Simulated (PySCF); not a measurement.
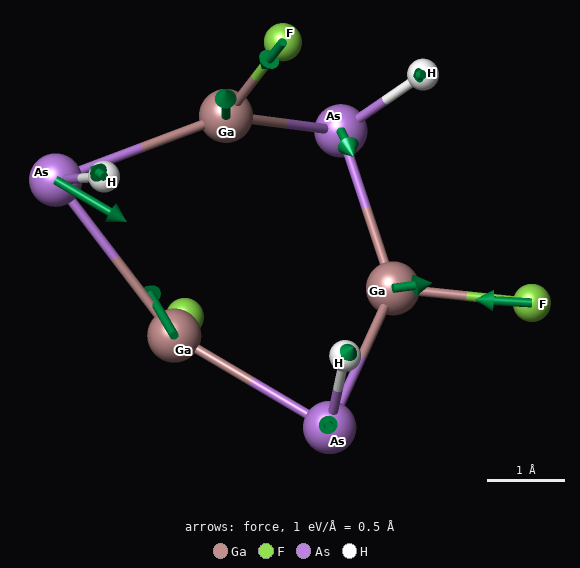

Starting geometry of Ga3As3H3F3 with the computed forces as green arrows. A ball-and-stick model, seen from a free direction.

The start comes from GFN2-xTB. Its atoms were then displaced at random by about 0.03 Å.

Level of theory: PySCF 2.14.0, density-fitted response routines, PBE0-D3(BJ)/def2-SVP geometry optimisation, gas phase. 

**What follows when this structure is relaxed?**

It isn't relaxed: the largest force vector, on a Ga atom, is 2.82 eV/Å. The final displacements have little in common with the starting forces (cosine between the two patterns 0.27). The largest move after the best rigid fit is that of an F atom, 0.91 Å. Largest moves by element: F 0.91 Å, H 0.48 Å, Ga 0.43 Å, As 0.38 Å. Among the contacts that change: F–Ga 2.011 → 1.769 Å, As–Ga 2.585 → 2.405 Å, As–Ga 2.558 → 2.424 Å, As–Ga 2.527 → 2.414 Å. Among the angles between lasting bonds that change: As–Ga–F 93.6° → 111.4°, As–Ga–As 153.1° → 137.8°, As–Ga–As 142.9° → 128.6°. The energy falls by 22.7 kcal/mol in 23 geometry steps.
